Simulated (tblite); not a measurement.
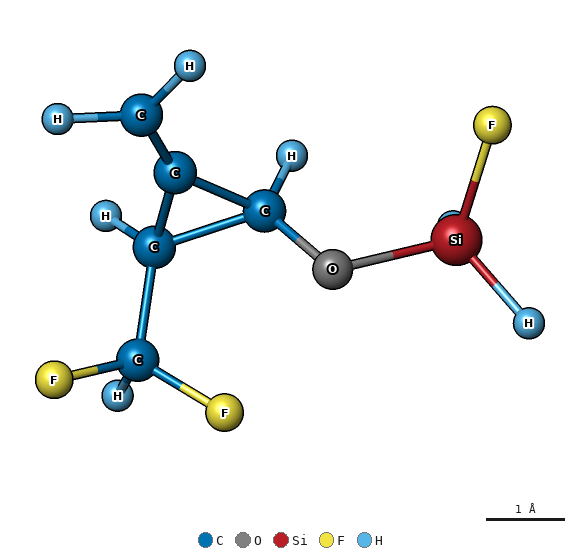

This is the input geometry for a relaxation of C5H7F3OSi. The picture is a ball-and-stick view, seen at a tilt.

Computed with tblite 0.8.0, GFN2-xTB geometry optimisation, gas phase.

```xyz
17

C    -0.4191    2.4947    0.1782
C    -0.4753    1.2017   -0.1157
C     0.2414   -0.1046   -0.4180
O     0.9666   -0.5397    0.6630
Si    2.4599   -1.1727    0.1230
F     3.5120    0.0890   -0.2796
C    -1.2663   -0.0097   -0.3437
C    -1.8785   -0.7883    0.7834
F    -2.7744   -0.0573    1.5360
F    -0.9730   -1.4486    1.5816
H     0.4941    3.0556    0.2627
H    -1.3849    3.0081    0.3335
H     0.6386   -0.1834   -1.4303
H     3.0576   -2.0605    1.1423
H     2.1616   -1.9003   -1.1177
H    -1.8851    0.0366   -1.2477
H    -2.4823   -1.6085    0.2875
```

> Predict the outcome.

The atom that moves furthest after the best rigid fit is F6 (2.70 Å). By element the largest moves are F 2.70 Å, H 2.41 Å, O 1.48 Å, C 0.79 Å, Si 0.35 Å. Among the contacts that change: O4–Si5 1.709 → 1.612 Å, Si5–F6 1.691 → 1.613 Å, C2–C3 1.520 → 1.464 Å, C8–H17 1.133 → 1.097 Å. Among the angles between lasting bonds that change: C3–O4–Si5 109.3° → 134.6°, O4–Si5–H14 111.0° → 100.6°, C2–C3–O4 111.4° → 121.8°. Groups turn about C7–C8 by about 145°, C3–O4 by about 120°. After 268 geometry steps the energy has fallen by 29.0 kcal/mol. The run took 3.5 s on 1 thread of Arm Neoverse N1, on a shared host.

The structure at the end:

```xyz
17

C     0.0444    2.2223   -0.0181
C    -0.3739    1.0486   -0.4149
C    -0.1134   -0.2074   -1.1200
O     0.8722   -1.0812   -0.7090
Si    2.1976   -0.9466    0.1981
F     1.7824   -0.5363    1.7018
C    -1.3831   -0.0183   -0.2887
C    -1.5425   -0.7251    1.0293
F    -2.1656   -1.9194    0.8595
F    -2.3464   -0.0092    1.8594
H     0.9845    2.6280   -0.3541
H    -0.5412    2.8313    0.6507
H    -0.2453   -0.2512   -2.1979
H     2.6484   -2.3172    0.2126
H     3.0903    0.1281   -0.1960
H    -2.3199    0.0716   -0.8276
H    -0.5957   -0.9060    1.5535
```

The end point in the same view:

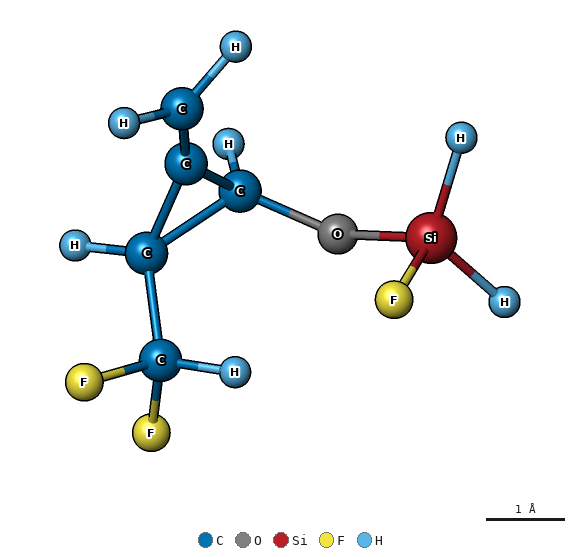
